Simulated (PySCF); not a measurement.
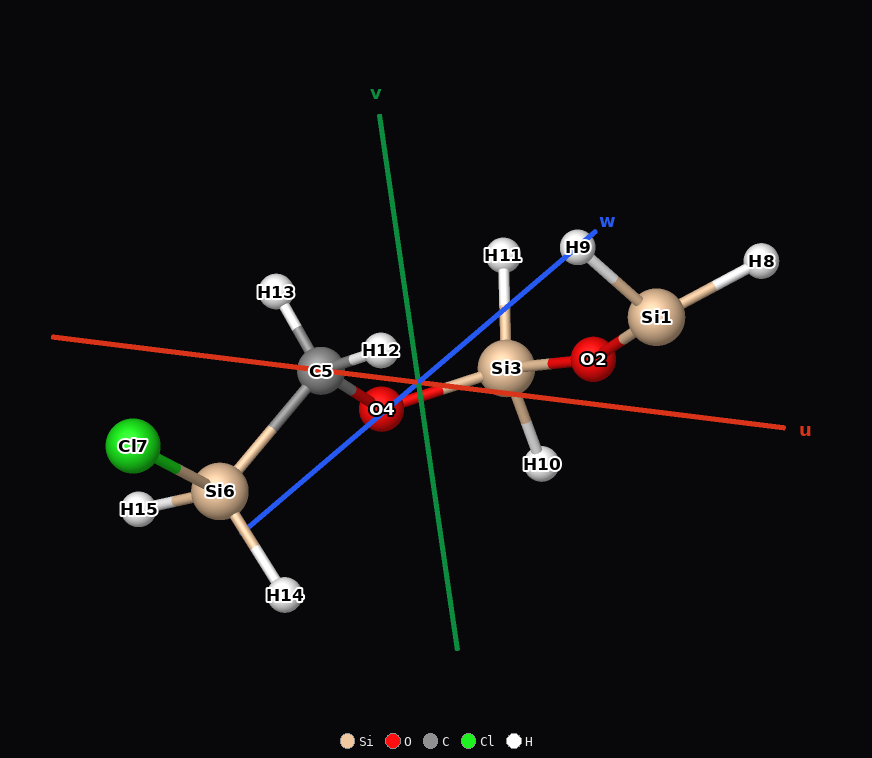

The lines u, v and w are the principal axes of the g tensor. The species is neutral and a spin doublet. The computed structure is the end point of a GFN2-xTB optimisation. No frequency run is at hand to confirm it as a minimum. Method: UKS B3LYP, pcH-1 on C Cl H O Si, non-relativistic, mean-field spin-orbit, GIAO (PySCF 2.14.0).

Along which axis does g lie farthest from the free-electron value?

Along w (nearly parallel to the Si1–O2 bond): the shift is 1852 ppm.

Give the principal values and shifts.

```csv
axis,g,shift (ppm)
u,2.00143,−892
v,2.00213,−188
w,2.00417,1852
```

The geometry is semi-empirical. Around Si such bond lengths and angles can be off by a tenth of an ångström or more and by several degrees, and values that hang on the shape move with them.
